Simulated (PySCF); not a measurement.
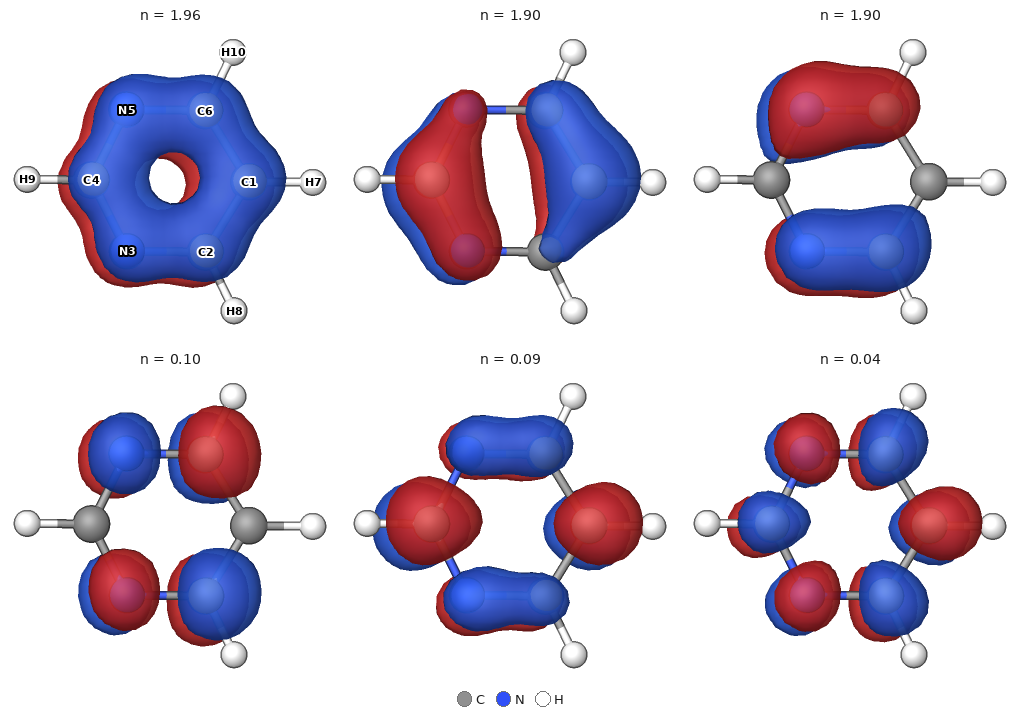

*C₄H₄N₂, SMILES `c1cncnc1`. Natural orbitals of the π active space, CASSCF(6,6), singlet state, in order of falling occupation.*

PySCF calculation, 6-31+G* basis, gas phase; geometry: GFN2-xTB. No frequency check shows the geometry to be a minimum.

Q: How multiconfigurational is the state?

A: The leading determinant weighs 0.89; the effective number of unpaired electrons, Σ n²(2−n)², is 0.15; the most occupied of the weakly occupied orbitals holds 0.10 e, as in an ordinary closed-shell π system. The active space lowers the energy by 2.10 eV against Hartree–Fock.

Q: Where does the lowest triplet lie relative to the singlet, at this geometry and within this active space?

A: 4.89 eV above it by strongly contracted NEVPT2 (+4.26 eV by CASSCF); a small basis tends to put such gaps a few tenths of an eV too high. This is a vertical energy for π states alone; a state that uses lone pairs or σ orbitals may lie lower.

Cost of the run: 53 s on 1 thread of Arm Neoverse V1, with other jobs on the host, peak memory 0.3 GiB.
